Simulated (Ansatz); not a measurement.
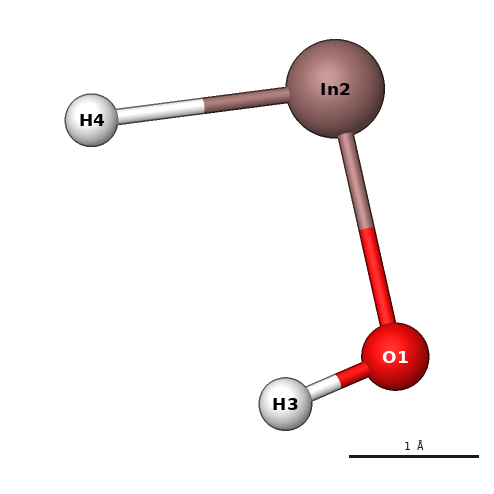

Atoms carry their numbers in the input. Charge −1, singlet. The computed structure is the end point of a PBE-D4/def2-SVPD optimisation. No frequency run is at hand to confirm it as a minimum.

**What is the geometry at O1?**

O1 has 2 neighbours (In2 at 2.20, H3 at 0.97 Å); the arrangement is bent.

**How are the neighbours of atom 2 arranged?**

In2 has 2 neighbours (O1 at 2.20, H4 at 1.97 Å); the arrangement is bent.
